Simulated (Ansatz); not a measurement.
**AlClH₃N: density, localisation and related maps**

| atom | x (Å) | y (Å) | z (Å) |
| --- | --- | --- | --- |
| Al | 0.3352 | -0.3274 | -0.9131 |
| N | 1.2308 | 0.0925 | 1.1751 |
| H | 0.5564 | 0.6580 | 1.6932 |
| H | 1.3415 | -0.7802 | 1.6947 |
| H | 2.1337 | 0.5680 | 1.1852 |
| Cl | -1.6427 | -0.2109 | 0.1364 |

Computed with Ansatz 0.2.0, RKS B3LYP-D4/6-31G*.

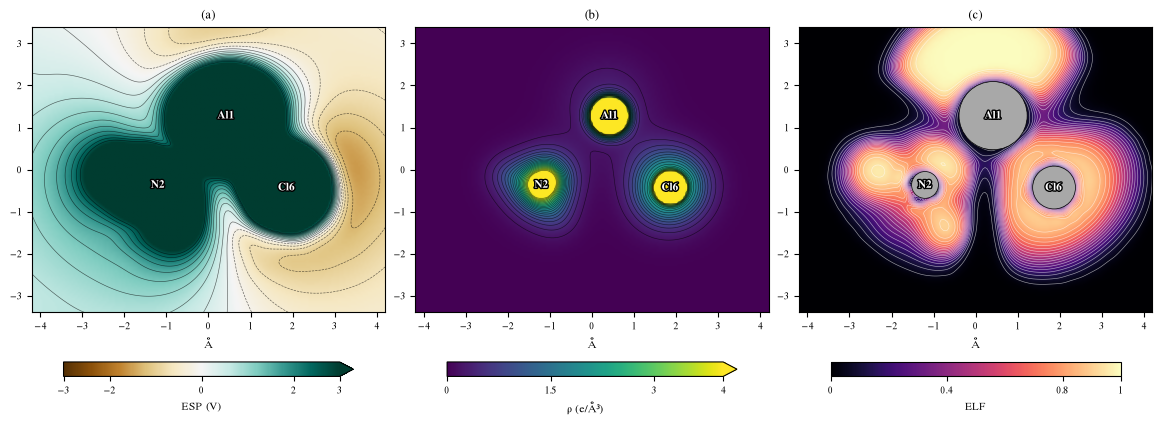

Figure 1. (a) electrostatic potential; (b) total electron density; (c) electron localisation function on the plane of atoms N2, Al1 and Cl6. Grey discs cover the atomic cores in the ELF map.

What does the map show?

Answer. The plane passes through Al, N and Cl nuclei.
Al–Cl (2.24 Å): ρ at the midpoint is about 0.56 e/Å³; the ELF peaks at about 0.85 in the valence shell of Cl, 0.9 Å from its nucleus, and is about 0.75 at the midpoint.
Al–N (2.31 Å): the density is about 0.3 e/Å³ at the midpoint, with its minimum of 0.23 e/Å³ about 0.9 Å from Al; the ELF peaks at about 0.95 in the valence shell of N, 0.7 Å from its nucleus, and is about 0.60 at the midpoint.
The ELF also peaks beside Cl6 and Al1, away from the bonds: lone-pair regions.
Outside the dense part of the molecule the potential is most negative (−1.6 V) near Cl6.

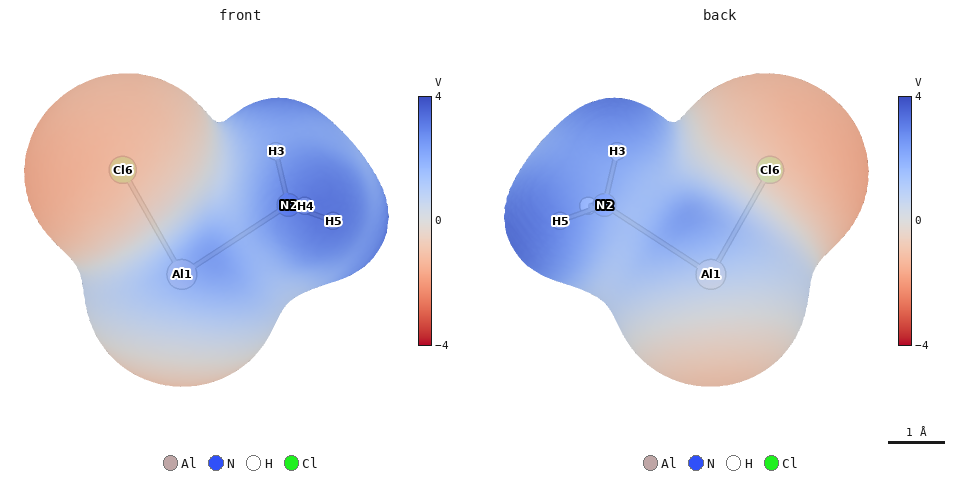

Figure 2. The electrostatic potential painted on the density surface at 0.004 e/bohr³, seen from the front and from behind; red is negative and blue positive.

Describe the electrostatic potential map.

Answer. The most negative region (about −1.5 V) lies over Cl6, the most positive (about +3.2 V) over H4 and H5.

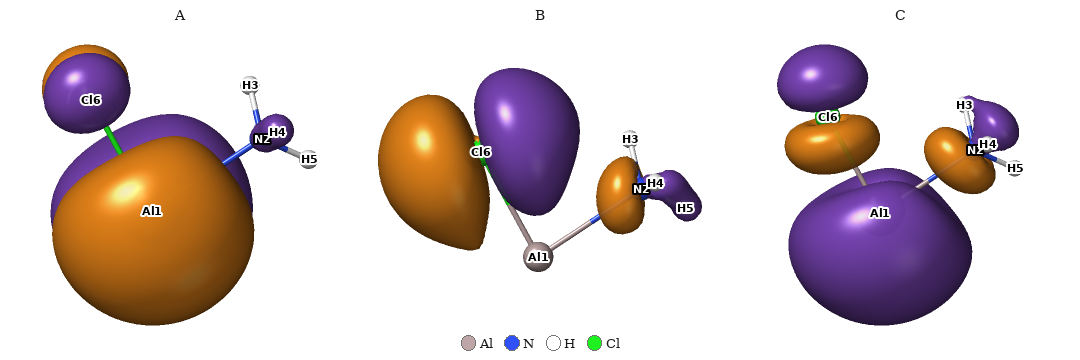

Figure 3. Three frontier orbitals at ±0.08 Å⁻³ᐟ² (orange and purple are the two phases), in no order.

Which picture is the HOMO−1, the HOMO and the LUMO?

Answer. B is the HOMO−1 (−7.71 eV). It lies mainly on Cl6 (about 90 %); largely a lone pair of Cl6. C is the HOMO (−5.45 eV). It lies mainly on Al1 (about 75 %), Cl6 (about 15 %) and N2 (about 5 %). A is the LUMO (−1.16 eV). Its weight (Hirshfeld) is mainly on Al1 (about 85 %) and Cl6 (about 10 %).

What is the HOMO–LUMO gap?

Answer. 4.29 eV between the orbital energies.

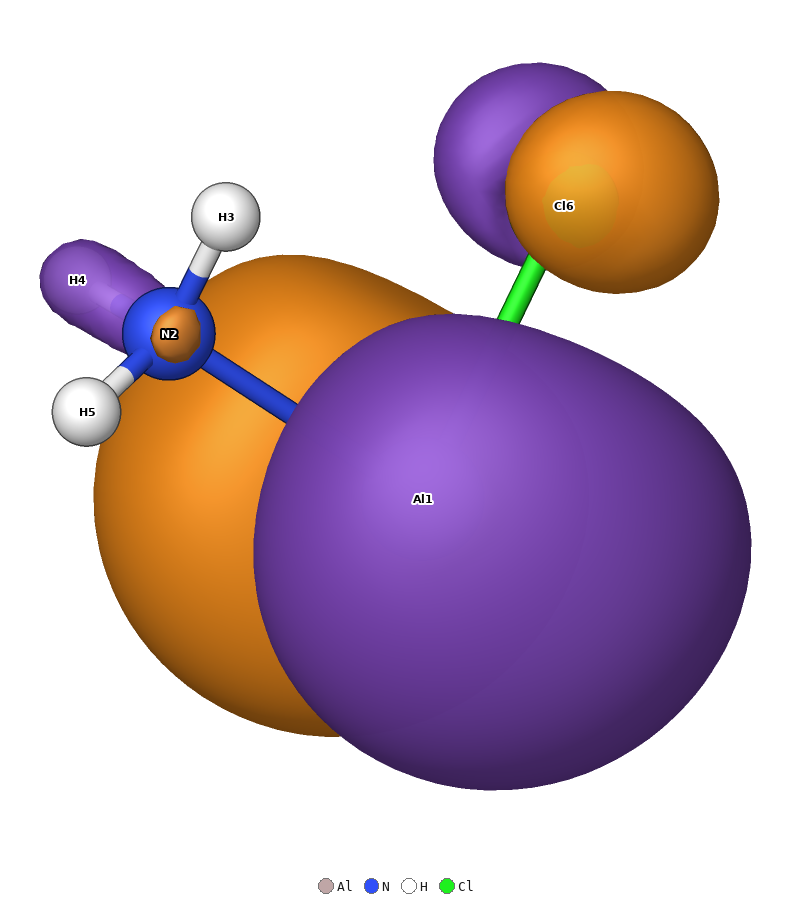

Figure 4. The LUMO at ±0.08 Å⁻³ᐟ² (orange and purple are the two phases), seen at an oblique angle.

Where does this orbital lie, and at what energy?

Answer. It lies mainly on Al1 (about 85 %) and Cl6 (about 10 %). Its energy is −1.16 eV.
